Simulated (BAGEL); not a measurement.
# NEVPT2(6,6)/aug-cc-pVTZ (density fitting with cc-pvqz-jkfit) run of SiH2 (SMILES [SiH2])

Aim: the vertical electron affinity of SiH2 at NEVPT2(6,6)/aug-cc-pVTZ (density fitting with cc-pvqz-jkfit), from 2 runs. 

The calculation is run with BAGEL 1.2.2.

3 further runs of the same task are left out: 3 set aside as unsound or not needed. Runs told in other sessions of the task aren't counted.

## Step 1: The structure to begin with

The species is SiH2 (3 atoms), meant as a singlet with charge 0. SMILES: `[SiH2]`. The shape is that of a PBE0-D4/def2-TZVP optimisation.

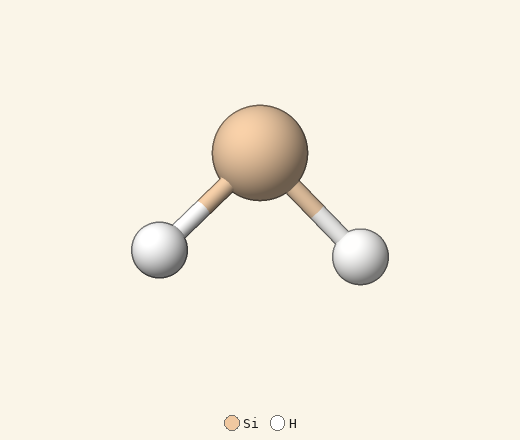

Viewed from a chosen angle; silicon light orange, hydrogen white.

## Step 2: The energy at NEVPT2(6,6)/aug-cc-pVTZ (density fitting with cc-pvqz-jkfit)

job.json

```json
{ "bagel" : [

{
  "title" : "molecule",
  "basis" : "aug-cc-pvtz.json",
  "df_basis" : "cc-pvqz-jkfit",
  "angstrom" : true,
  "geometry" : [
    { "atom" : "Si", "xyz" : [   -0.491200,    0.468600,   -0.213600 ] },
    { "atom" : "H", "xyz" : [    0.840300,    0.578600,    0.522500 ] },
    { "atom" : "H", "xyz" : [   -0.349100,   -1.047200,   -0.308900 ] }
  ]
},
{ "title" : "hf" },
{ "title" : "nevpt2", "nstate" : 1, "nact" : 6, "nclosed" : 5, "maxiter" : 200, "natocc" : true, "ncore" : 5 },
{ "title" : "print", "file" : "orbitals.molden", "orbitals" : true }

]}
```

The basis set aug-cc-pVTZ is read from a file made from the Basis Set Exchange's data (not shown).

Started as:

```
$ BAGEL_NUM_THREADS=1 BAGEL job.json > job.out
```

The program printed:

```text
* using 1 threads per process

  ===============================================================
  ===============================================================

  *** Geometry ***

  { "atom" : "Si", "xyz" : [     -0.928233,      0.885526,     -0.403646 ] },
  { "atom" : "H", "xyz" : [      1.587937,      1.093396,      0.987382 ] },
  { "atom" : "H", "xyz" : [     -0.659703,     -1.978921,     -0.583736 ] },

  Number of auxiliary basis functions:      250

  Since a DF basis is specified, we compute 2- and 3-index integrals:
    o Being stored without compression. Storage requirement is 0.018 GB

  Number of basis functions:       96
  Number of electrons      :       16

    * METHOD: MOLECULE                             0.07

  *** RHF ***

  === Nuclear Repulsion ===
     9.9562460366

      * DIIS with orbital gradients will be used.

[... 6 lines left out ...]
    * SCF iteration converged.
[... 1 line left out ...]
    * Permanent dipole moment:
[... 23 lines left out ...]
    * Second-order optimization converged. *

     guess   0:   closed 111...               open ......

  === FCI iteration ===

      0  0      -290.02915231     1.12e-02      0.00
      1  0      -290.07812036     3.62e-03      0.00
      2  0      -290.08155088     7.00e-04      0.00
[... 9 lines of this table left out ...]
     12  0 *    -290.08167322     9.71e-11      0.00

     * ci vector, state   0, <S^2> = -0.0000
       222...     0.9648444260
       22.2..    -0.2130959745
       2.2.2.    -0.0671906759
       2.2..2    -0.0517588778

  === DF-NEVPT2 calculation ===

    * 3-index integral transformation done
    * assembly done

      NEVPT2 correlation energy:   -0.0630356038      0.04

          (+0)      0.0000000000
          (+0)'     0.0000000000
          (+1)      0.0000000000
          (+1)'     0.0000000000
          (+2)      0.0000000000
          (-1)      0.0000000000
          (-1)'    -0.0196565719
          (-2)     -0.0433790319

      NEVPT2 total energy:       -290.1447088199

    * METHOD: NEVPT2                               3.46

    * METHOD: PRINT                                0.02

  ===============================================================
```

It took 3.9 s on 1 thread of Arm Neoverse V1, shared host.

## Step 3: The doublet anion, same level

input.json

```json
{ "bagel" : [

{
  "title" : "molecule",
  "basis" : "aug-cc-pvtz.json",
  "df_basis" : "cc-pvqz-jkfit",
  "angstrom" : true,
  "geometry" : [
    { "atom" : "Si", "xyz" : [      -0.491200,       0.468600,      -0.213600 ] },
    { "atom" : "H", "xyz" : [       0.840300,       0.578600,       0.522500 ] },
    { "atom" : "H", "xyz" : [      -0.349100,      -1.047200,      -0.308900 ] }
  ]
},

{ "title" : "hf" },

{ "title" : "casscf", "nstate" : 1, "nact" : 6, "nclosed" : 5, "charge" : -1, "nspin" : 1, "maxiter" : 200, "natocc" : true },

{
  "title" : "nevpt2",
  "nstate" : 1,
  "nact" : 6,
  "nclosed" : 5,
  "charge" : -1,
  "nspin" : 1,
  "maxiter" : 200,
  "natocc" : true,
  "ncore" : 5
},

{ "title" : "print", "file" : "orbitals.molden", "orbitals" : true }

]}
```

The basis set aug-cc-pVTZ is read from a file made from the Basis Set Exchange's data (not shown).

Started as:

```
$ BAGEL_NUM_THREADS=1 BAGEL input.json > input.out
```

The program printed:

```text
* using 1 threads per process

  ===============================================================
  ===============================================================

  *** Geometry ***

  { "atom" : "Si", "xyz" : [     -0.928233,      0.885526,     -0.403646 ] },
  { "atom" : "H", "xyz" : [      1.587937,      1.093396,      0.987382 ] },
  { "atom" : "H", "xyz" : [     -0.659703,     -1.978921,     -0.583736 ] },

  Number of auxiliary basis functions:      250

  Since a DF basis is specified, we compute 2- and 3-index integrals:
    o Being stored without compression. Storage requirement is 0.018 GB

  Number of basis functions:       96
  Number of electrons      :       16

    * METHOD: MOLECULE                             0.07

  *** RHF ***

  === Nuclear Repulsion ===
     9.9562460366

      * DIIS with orbital gradients will be used.

[... 6 lines left out ...]
    * SCF iteration converged.
[... 1 line left out ...]
    * Permanent dipole moment:
[... 22 lines left out ...]
    * Second-order optimization converged. *
[... 5 lines left out ...]
      0  0      -290.04718758     1.09e-02      0.00
      1  0      -290.07668514     2.10e-03      0.00
      2  0      -290.07744465     3.60e-04      0.00
[... 9 lines of this table left out ...]
     12  0 *    -290.07747447     6.40e-11      0.00

     * ci vector, state   0, <S^2> = 0.7500
       222a..     0.9868049854
       22.a2.     0.0677298711
       22.a.2     0.0561541299
       2ababa     0.0519389310
       2baaab     0.0518162276
       2.2a.2     0.0508069115

    * METHOD: CASSCF                               3.35

    * freezing 5 orbitals

  === DF-NEVPT2 calculation ===

    * 3-index integral transformation done
    * assembly done

      NEVPT2 correlation energy:   -0.0960399897      0.04

          (+0)      0.0000000000
          (+0)'     0.0000000000
          (+1)      0.0000000000
          (+1)'     0.0000000000
          (+2)      0.0000000000
          (-1)      0.0000000000
          (-1)'    -0.0315846996
          (-2)     -0.0644552900

      NEVPT2 total energy:       -290.1735144600

    * METHOD: NEVPT2                               0.33

    * METHOD: PRINT                                0.02

  ===============================================================
```

It took 4.2 s on 1 thread of Arm Neoverse V1, shared host.

## Step 4: What came out

Level: NEVPT2(6,6)/aug-cc-pVTZ (density fitting with cc-pvqz-jkfit), 5 core orbitals frozen.

```
                                         quantity          value
                       singlet SiH2: total energy  -290.14471 Eh
                      doublet anion: total energy  -290.17351 Eh
vertical electron affinity (to the doublet anion)       0.784 eV
```

**Reading.** At fixed nuclei the extra electron is bound by 0.78 eV (18.1 kcal/mol).
